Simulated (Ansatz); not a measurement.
Take Si in the diamond structure (space group Fd-3m, No. 227; a = 5.4443 Å) as the base. Axes: x, y, z lie along the cube axes.

Structures relaxed with plane-wave PAW DFT at the r2SCAN level (Ansatz, a program for electronic structure, 500 eV), without spin-orbit coupling.

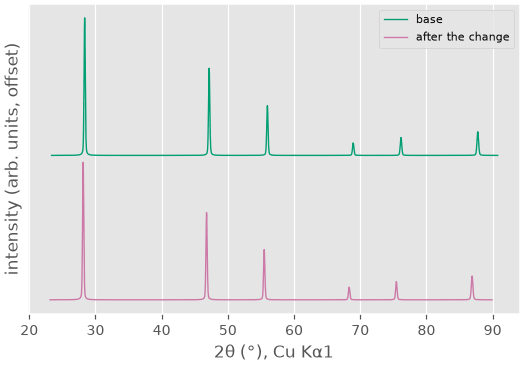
Figure: Simulated powder patterns before (top) and after one change

Question: Name the change that was made.
A. tensor shear ε_xz = −0.50 %
B. strain tensor (xx, yy, zz, yz, xz, xy) = (−1.22, −1.92, −1.32, +0.31, +0.11, +0.50) %
C. isotropic strain +0.79 %
D. biaxial strain −1.51 %, plane normal [001], relaxed out of plane

Answer: C, isotropic strain +0.79 %. Its volume per atom is 20.65 Å³ against 20.17 Å³, and its space group is Fd-3m (No. 227).

Whether these cells are dynamically stable was not tested.
